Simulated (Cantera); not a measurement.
Charge: 1 mol CH3Cl, a varied amount of H2, held at 673 K and 1.00 bar.

Cantera equilibrium calculation (NASA polynomials, part measured and part estimated; ideal gas, pure solids and liquids). Candidate condensed phases: C, C6H6, C7H8, C8H18; 91 gas species. Equilibrium is a limit: real reactors are often held back by kinetics, nucleation or transport.

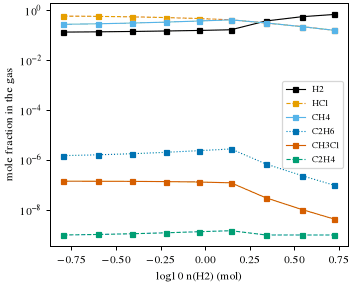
Fig. 1. Equilibrium gas composition (values under 1e-9 drawn at 1e-9)

**Question.** Read off the mole fractions at 3.5 mol H2.

**Answer.** H2 about 0.56, HCl about 0.22, CH4 about 0.22, C2H6 about 2.4e-7, CH3Cl about 1.0e-8.
